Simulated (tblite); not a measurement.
## Molecular dynamics, with input and output: CH₆GeNP (part 2 of 2)

CH₆GeNP; GFN2-xTB Langevin dynamics, gas phase (tblite 0.8.0). It belongs to a series of runs on one base structure; here: H on Ge replaced by N=CH2.

Geometry of the input (Å):
```
C  -1.6033  0.6152  0.9638
N  -1.0039  0.4001  -0.1130
Ge 0.2263  -0.9058  -0.5292
P  2.2834  0.0721  -0.8452
H  -1.5063  0.0168  1.8758
H  -2.2857  1.4609  1.0281
H  0.2568  -2.0571  0.4709
H  -0.3231  -1.4556  -1.8183
H  1.7065  1.1750  -1.4584
H  2.2582  0.6829  0.4029
```

Trajectory as extended XYZ, continued:
```
10
Properties=species:S:1:pos:R:3:forces:R:3 step=21 time_fs=525.0 energy=-340.68947 temperature=238.6
C    -0.9470    0.9936    1.3593   -0.0278  -0.3968  -0.5474
N    -0.8135    0.5921    0.1689    0.2455   0.8142   0.3376
Ge    0.0074   -0.9789   -0.4270   -0.1180   0.8638  -0.3932
P     2.2616   -0.5181   -0.8975   -0.3373  -1.0600  -0.5279
H    -0.7858    0.3223    2.1948    0.1170  -0.0698   0.5164
H    -1.2568    2.0128    1.6542    0.0246  -0.4814  -0.5790
H    -0.3485   -2.0215    0.5886    0.1161  -0.4216   0.0576
H    -0.7107   -1.2110   -1.7624    0.0779  -0.0839   0.3918
H     1.9373    0.2729   -2.0207    0.0136   0.1230   0.6602
H     2.3798    0.4219    0.0806   -0.1116   0.7126   0.0838
10
Properties=species:S:1:pos:R:3:forces:R:3 step=22 time_fs=550.0 energy=-340.62722 temperature=185.6
C    -0.9693    0.9545    1.3288   -0.3903  -0.4848  -0.9144
N    -0.8122    0.6237    0.1091   -0.0576   0.0398   1.4968
Ge    0.0200   -0.9966   -0.3655    1.1899   0.9425  -0.0379
P     2.2766   -0.4671   -0.8655   -1.0049   0.5638  -0.4658
H    -0.7394    0.2984    2.1612    0.2312  -0.1447   0.2396
H    -1.4812    1.8604    1.6625    0.2393   0.0824  -0.5727
H     0.0658   -2.1643    0.5518   -0.2431  -0.2671   0.5995
H    -0.7478   -1.4516   -1.5217   -0.3537  -0.1133  -0.6444
H     1.7284    0.3765   -1.9227    0.6403  -0.3303   0.8560
H     2.3938    0.5517    0.1273   -0.2512  -0.2882  -0.5567
10
Properties=species:S:1:pos:R:3:forces:R:3 step=23 time_fs=575.0 energy=-340.68284 temperature=215.3
C    -1.0694    0.9502    1.2906   -0.3559   0.7962   0.7414
N    -0.7946    0.4763    0.1738   -0.3510   0.7291   0.0031
Ge    0.0695   -1.0074   -0.3270   -0.4444  -0.9193  -0.0640
P     2.2443   -0.4310   -0.8009    0.4433  -0.4628   0.5640
H    -0.8383    0.5791    2.3028    0.2041  -0.4970  -0.3207
H    -1.6093    1.9031    1.3818    0.0328  -0.0852  -0.3627
H    -0.1912   -2.0028    0.8956    0.3629   0.1358  -0.7019
H    -0.7919   -1.4311   -1.5546    0.3335   0.0189   0.4886
H     2.0123    0.6186   -1.6365   -0.4438   0.3179  -0.4375
H     2.1855    0.4248    0.2920    0.2184  -0.0335   0.0897
10
Properties=species:S:1:pos:R:3:forces:R:3 step=24 time_fs=600.0 energy=-340.61224 temperature=216.5
C    -1.1809    0.9504    1.3418   -0.4863   1.9577   1.8256
N    -0.8713    0.4789    0.2556    0.8849  -1.6249  -1.2437
Ge    0.1446   -1.0357   -0.3025   -0.7005  -0.1167   1.4006
P     2.2430   -0.4800   -0.7822    0.6319   0.8550  -0.6605
H    -0.9320    0.6937    2.4017   -0.0246  -0.4694  -0.7548
H    -1.7203    1.9262    1.3097    0.0434  -0.4665   0.0611
H     0.2108   -2.3825    0.5018   -0.2046   0.4396  -0.0182
H    -0.6541   -1.3504   -1.4720   -0.4271  -0.2065  -0.8368
H     1.7985    0.8132   -1.0782    0.1891  -0.1841  -0.3668
H     2.5663    0.0073    0.4533    0.0940  -0.1841   0.5934
10
Properties=species:S:1:pos:R:3:forces:R:3 step=25 time_fs=625.0 energy=-340.68386 temperature=173.7
C    -1.2400    0.9226    1.3227   -0.0370  -0.0138  -0.8846
N    -0.9039    0.3558    0.2410    0.1100   0.7424   1.3758
Ge    0.1462   -1.0357   -0.2721   -0.1813   0.8807  -1.0732
P     2.3546   -0.4677   -0.7246   -0.1351   0.5493   0.1757
H    -1.1444    0.6292    2.3847    0.2918  -0.3481  -0.5317
H    -1.7400    1.8835    1.2050   -0.1880   0.0536   0.1043
H    -0.0343   -2.2142    0.5433    0.0234  -1.0857   0.7463
H    -0.6126   -1.3110   -1.5687    0.2737  -0.0598   0.1433
H     2.1866    0.9605   -0.7718   -0.0758  -0.8450   0.1672
H     2.7131   -0.4873    0.6339   -0.0818   0.1262  -0.2231
10
Properties=species:S:1:pos:R:3:forces:R:3 step=26 time_fs=650.0 energy=-340.72183 temperature=189.7
C    -1.2312    0.8795    1.3071    0.0390  -1.2862  -0.0830
N    -0.9188    0.3746    0.1921    0.0018   0.3400   0.7001
Ge    0.1562   -1.0525   -0.2769    0.9167  -0.2622   0.5403
P     2.4378   -0.4398   -0.6495   -0.7434  -0.6691   0.1712
H    -1.0084    0.4969    2.3392    0.2450   0.0817  -0.8057
H    -1.9457    1.6750    1.3233   -0.2084   0.6764  -0.1263
H     0.1564   -2.1880    0.8188   -0.1068   0.2948  -0.3387
H    -0.4547   -1.6450   -1.5152   -0.1882   0.1055  -0.0032
H     2.0871    0.8571   -0.3820    0.1465   0.3954   0.2467
H     2.7633   -0.7862    0.6792   -0.1021   0.3238  -0.3013
10
Properties=species:S:1:pos:R:3:forces:R:3 step=27 time_fs=675.0 energy=-340.72129 temperature=209.4
C    -1.2764    0.8047    1.2285    0.2988  -0.1971   0.9027
N    -0.9340    0.4212    0.0925    0.0517  -0.3036  -0.2716
Ge    0.2147   -1.0598   -0.2743   -1.0566  -0.0200   0.8407
P     2.3743   -0.4080   -0.5552    0.4812  -0.2318  -0.6811
H    -0.8415    0.3785    2.1602   -0.3073   0.1443  -0.1873
H    -2.0177    1.5923    1.4256    0.2901  -0.1713  -0.4705
H     0.0573   -2.1689    0.9192    0.0990   0.5715  -0.6584
H    -0.5513   -1.6055   -1.4628    0.2004  -0.0360   0.0044
H     2.1461    0.9114   -0.2436   -0.1368   0.1945   0.1805
H     2.6840   -0.7807    0.7298    0.0793   0.0497   0.3407
10
Properties=species:S:1:pos:R:3:forces:R:3 step=28 time_fs=700.0 energy=-340.67603 temperature=190.2
C    -1.2883    0.8438    1.1407    0.2462   0.6265   0.9365
N    -0.8635    0.3698    0.0737   -0.1814   0.8785  -0.8268
Ge    0.2015   -1.0292   -0.2352    0.3088  -0.3655  -0.6269
P     2.3512   -0.3423   -0.5259    0.2184   0.9160   0.6432
H    -1.1671    0.3387    2.0911   -0.1716  -0.2458   0.4990
H    -1.6576    1.8756    1.2603   -0.1928  -0.4495  -0.5280
H    -0.0706   -2.1417    0.6856    0.0105  -0.6157   0.5841
H    -0.1327   -1.5586   -1.5880   -0.3876   0.0023  -0.2153
H     2.0290    1.0436   -0.3040    0.1797  -0.8048  -0.1572
H     2.6987   -0.5233    0.8275   -0.0301   0.0581  -0.3088
10
Properties=species:S:1:pos:R:3:forces:R:3 step=29 time_fs=725.0 energy=-340.79653 temperature=187.6
C    -1.3464    0.9390    1.1191    0.1125   0.3705  -0.8648
N    -0.8257    0.4891    0.0664   -0.2459  -0.2370   0.2146
Ge    0.1813   -1.0569   -0.1826    0.6296   1.0981  -0.9162
P     2.4122   -0.2709   -0.5112   -0.8722   0.1681   0.0757
H    -1.1781    0.5071    2.0907   -0.2200  -0.0530   0.5398
H    -1.9714    1.8495    1.0425    0.3522  -0.4475   0.1841
H     0.0764   -2.1024    0.8609   -0.1397  -0.4418   0.4329
H    -0.4606   -1.5435   -1.4818    0.1522   0.0002   0.3169
H     1.9784    1.0643   -0.3639    0.1320  -0.3881  -0.1503
H     2.6531   -0.3541    0.8485    0.0992  -0.0695   0.1672
10
Properties=species:S:1:pos:R:3:forces:R:3 step=30 time_fs=750.0 energy=-340.74786 temperature=193.7
C    -1.4363    0.9359    1.0995   -0.3181  -0.3714  -0.5895
N    -0.8902    0.4954    0.0658    0.7695  -0.5805  -0.4671
Ge    0.2151   -1.0261   -0.1586   -0.4898   0.0277   1.0877
P     2.3543   -0.2348   -0.5136    0.0895   0.0716   0.1425
H    -1.5093    0.3731    2.0358    0.0199   0.4027   0.1151
H    -1.9713    1.8673    0.9307   -0.1009   0.0859   0.6516
H     0.1238   -1.9246    1.1554    0.0938   0.2956  -0.3946
H    -0.4693   -1.9270   -1.1588    0.0926   0.2144  -0.2043
H     1.9237    1.0851   -0.4379   -0.0348  -0.0286  -0.1074
H     2.6627   -0.2279    0.8581   -0.1217  -0.1176  -0.2340
10
Properties=species:S:1:pos:R:3:forces:R:3 step=31 time_fs=775.0 energy=-340.69565 temperature=175.5
C    -1.5132    0.8809    0.9728   -0.6105  -0.5387   2.2213
N    -0.9240    0.4220    0.0001    0.8272  -0.4626  -1.3438
Ge    0.2183   -0.9652   -0.0837    0.1536  -1.1438   0.2044
P     2.3079   -0.1968   -0.4961    0.3843   0.2319   0.4531
H    -1.5489    0.3794    2.0029    0.0086   0.7179  -0.9489
H    -2.0546    1.7763    0.8190   -0.6919   0.8708   0.2750
H     0.3092   -1.8708    1.2437   -0.2251   0.3208  -0.6370
H    -0.2869   -1.7937   -1.2443   -0.0769  -0.0320   0.1425
H     1.9275    1.1256   -0.6096   -0.1222   0.0976  -0.2128
H     2.4012   -0.0237    0.8904    0.3529  -0.0618  -0.1539
10
Properties=species:S:1:pos:R:3:forces:R:3 step=32 time_fs=800.0 energy=-340.75071 temperature=199.4
C    -1.6669    0.9205    0.9148    1.5982  -1.1652  -0.1274
N    -1.0015    0.4815   -0.0781   -0.8085   0.2467   1.1639
Ge    0.1962   -0.9445   -0.0384    0.1970   0.6882  -0.5877
P     2.3640   -0.1339   -0.4794   -0.2955   0.1056   0.0628
H    -1.4660    0.5847    1.9947   -0.4986   0.4424  -1.1947
H    -2.4166    1.6622    0.7264   -0.2536   0.3154   0.1701
H    -0.0288   -1.7065    1.2145    0.0287  -0.3509   0.5113
H    -0.3925   -1.7804   -1.1708    0.2411   0.1199   0.1487
H     1.8265    1.0971   -0.8989    0.1493  -0.2722   0.1749
H     2.6745    0.3351    0.8192   -0.3580  -0.1298  -0.3218
10
Properties=species:S:1:pos:R:3:forces:R:3 step=33 time_fs=825.0 energy=-340.82705 temperature=304.5
C    -1.8346    0.9349    0.7805    0.4151  -0.4976   0.4208
N    -1.0668    0.4619   -0.1008   -0.5708   0.4113   0.3141
Ge    0.1697   -0.9107   -0.0489    0.2823   0.4007   0.3241
P     2.3152   -0.1293   -0.4889   -0.5575   0.1067  -0.3317
H    -1.8715    0.5473    1.8459   -0.0634   0.4159  -0.8881
H    -2.5160    1.7789    0.5591    0.4411  -0.5145   0.0024
H     0.1627   -1.6567    1.2863   -0.0550  -0.0460  -0.0379
H    -0.2873   -1.8492   -1.0934   -0.2422  -0.2426  -0.3064
H     1.8402    1.1043   -0.9564    0.0957  -0.2648   0.0283
H     2.3311    0.3302    0.7975    0.2548   0.2308   0.4744
10
Properties=species:S:1:pos:R:3:forces:R:3 step=34 time_fs=850.0 energy=-340.63971 temperature=182.8
C    -1.9382    0.9882    0.5724   -1.4057   0.6845   0.7409
N    -1.1282    0.4051   -0.1507    0.5281   0.2116  -0.9886
Ge    0.1328   -0.8701   -0.0570   -0.5858  -1.3898   0.4264
P     2.2108   -0.1733   -0.5167    0.9331  -0.1355  -0.6262
H    -2.2017    0.6944    1.5817    0.1744  -0.1586   0.5451
H    -2.5819    1.8368    0.2543    0.5745  -0.4003  -0.3686
H     0.3503   -1.6797    1.3399   -0.2868   0.2926  -0.6094
H    -0.4445   -1.9332   -1.0900    0.3996   0.6219   0.5413
H     1.9596    0.9985   -1.1964   -0.2309   0.0856  -0.0199
H     2.4161    0.4657    0.6754   -0.1005   0.1879   0.3591
10
Properties=species:S:1:pos:R:3:forces:R:3 step=35 time_fs=875.0 energy=-340.71738 temperature=244.6
C    -2.0237    1.0513    0.4803   -0.5704   0.6571  -0.5855
N    -1.2138    0.4810   -0.2701    0.4082  -0.4610  -0.2551
Ge    0.0626   -0.8777   -0.0553   -0.0754   0.3928   0.8275
P     2.2206   -0.2053   -0.5210   -0.5727   1.0335   0.5717
H    -2.1464    1.0051    1.5315    0.3091  -0.5515   1.2691
H    -2.7762    1.7530    0.0912    0.3166  -0.0887  -0.4919
H    -0.1292   -1.7695    1.2175    0.0724   0.2816  -0.2641
H    -0.3040   -1.7274   -1.1841   -0.3915  -0.5034  -0.6259
H     1.6391    0.8902   -1.2120    0.3734  -0.3704   0.0936
H     2.2742    0.5788    0.6776    0.1304  -0.3899  -0.5395
10
Properties=species:S:1:pos:R:3:forces:R:3 step=36 time_fs=900.0 energy=-340.66785 temperature=110.4
C    -2.0071    1.1176    0.3865    1.1027  -0.5219  -1.9272
N    -1.1806    0.4961   -0.3495   -0.9195   0.9489   0.7981
Ge   -0.0373   -0.8608   -0.0484    1.0004  -0.2536  -1.4357
P     2.2152   -0.2074   -0.4757   -0.5378  -0.4309   0.3249
H    -2.2777    0.9634    1.3762   -0.0216  -0.7880   1.9674
H    -2.5747    1.9184   -0.0143   -0.3846   0.7984  -0.8258
H    -0.2599   -1.7709    1.0994   -0.0628  -0.2743   0.5722
H    -0.3479   -1.7240   -1.3164    0.0383   0.2990   0.5375
H     1.8672    0.8408   -1.2883   -0.2176   0.1595  -0.2470
H     2.3178    0.6426    0.6047    0.0026   0.0628   0.2356
10
Properties=species:S:1:pos:R:3:forces:R:3 step=37 time_fs=925.0 energy=-340.82277 temperature=191.2
C    -2.0079    1.1776    0.3019   -0.2850   0.6793  -0.2390
N    -1.1412    0.6434   -0.4271   -0.1116  -0.0477   0.3858
Ge   -0.0592   -0.8359   -0.0402    0.0607   0.6384   0.2001
P     2.1372   -0.2168   -0.4432   -0.2367  -0.0036   0.0162
H    -2.3766    0.9157    1.2860    0.3496  -0.6962   0.4408
H    -2.5455    2.0890    0.0027    0.3188  -0.1511  -0.5528
H    -0.3568   -1.3800    1.3502    0.0060  -0.1090  -0.0343
H    -0.4849   -1.8197   -1.0623   -0.1293  -0.2947  -0.2012
H     1.6733    0.7390   -1.3354    0.0800   0.0086  -0.0479
H     2.1851    0.7084    0.5924   -0.0526  -0.0239   0.0323
10
Properties=species:S:1:pos:R:3:forces:R:3 step=38 time_fs=950.0 energy=-340.75561 temperature=151.0
C    -2.0536    1.1711    0.2367   -0.9580   1.4603   0.0627
N    -1.1290    0.7455   -0.4786    0.0118  -0.6902   0.1842
Ge   -0.0881   -0.7686   -0.0457   -1.0783  -0.0309   0.5882
P     2.0535   -0.2424   -0.4150    0.6720   0.5577  -0.1463
H    -2.3537    0.9210    1.2642    0.3662  -0.5012  -0.1214
H    -2.6925    2.0231   -0.1217    0.5816  -0.5668  -0.0625
H    -0.4073   -1.2189    1.4412    0.1416   0.1224  -0.5507
H    -0.6855   -1.8521   -0.9148    0.0606   0.0149  -0.0404
H     1.7095    0.6993   -1.4120    0.0542  -0.2684   0.3645
H     1.9590    0.7007    0.6270    0.1482  -0.0979  -0.2783
10
Properties=species:S:1:pos:R:3:forces:R:3 step=39 time_fs=975.0 energy=-340.78499 temperature=183.2
C    -2.1120    1.1610    0.2411    0.2897   0.1455   0.2523
N    -1.0881    0.7880   -0.3846   -0.9458   0.1803   0.0191
Ge   -0.1445   -0.7102   -0.0457    0.7299  -0.6220   0.7415
P     2.0802   -0.2680   -0.4367    0.2776  -0.4974   0.0118
H    -2.5469    0.7292    1.1718    0.3305   0.0038  -0.5442
H    -2.5845    2.0603   -0.1161   -0.3559   0.3127  -0.0162
H    -0.4145   -1.1810    1.4112    0.0291   0.0094  -0.3177
H    -0.6337   -1.8349   -0.9285   -0.0135   0.1520  -0.0434
H     1.7877    0.5181   -1.5191   -0.1082   0.1989  -0.2565
H     2.2250    0.8211    0.3955   -0.2334   0.1168   0.1533
10
Properties=species:S:1:pos:R:3:forces:R:3 step=40 time_fs=1000.0 energy=-340.75262 temperature=114.3
C    -2.1525    1.2087    0.3534    0.9355  -0.5651   0.0457
N    -1.1630    0.9146   -0.3752   -0.4173  -0.5815   0.7606
Ge   -0.1736   -0.6781   -0.0161    0.7248   0.7606  -0.9660
P     2.1235   -0.2681   -0.4824   -0.7822  -0.4949   0.2846
H    -2.4779    0.6502    1.2706    0.1567   0.3908  -0.6518
H    -2.6798    2.1023    0.0938   -0.4888   0.3807   0.0359
H    -0.6490   -1.2396    1.2659   -0.0956  -0.2417   0.6005
H    -0.6441   -1.6261   -1.0783   -0.1238  -0.1460  -0.1223
H     1.7253    0.3383   -1.6554   -0.0226   0.0982  -0.1789
H     2.0431    0.9101    0.2089    0.1132   0.3991   0.1916
```

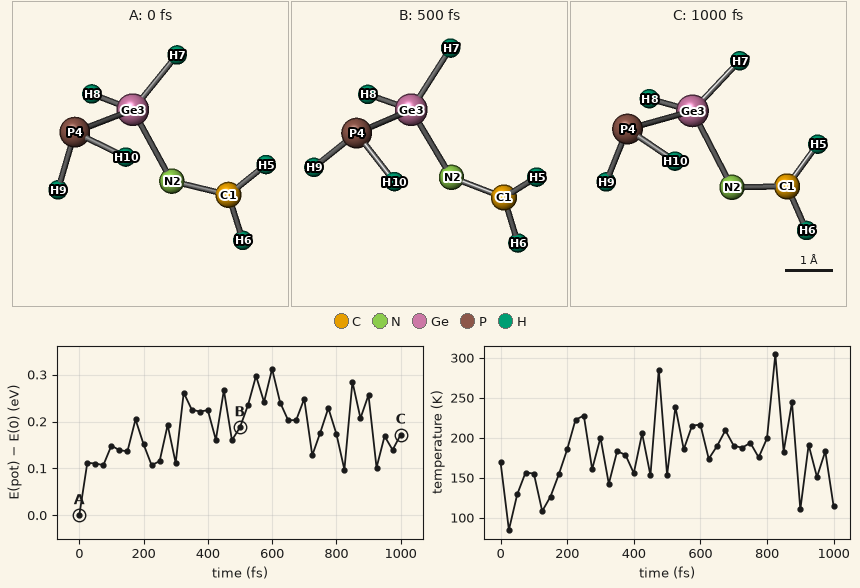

**Figure 1.** Frames of the molecular dynamics (ball-and-stick, seen at a tilt) above the curves, on which the letters mark them. The trajectory kept here has 41 frames over 1000 fs. The temperature starts at 170 K, ranges from 85 to 304 K and averages 191 K over the second half. The potential energy ends 0.172 eV above its first value. After an unweighted best fit of the last frame on the first, the root-mean-square displacement is 0.30 Å, and H5 has moved furthest (0.58 Å).

Results in brief:

```tsv
quantity	value
outcome	finished
mean temperature over the second half	191 K
trajectory	41 frames kept, 1000 fs
wall time	7.8 s
peak memory	0.18 GiB
```
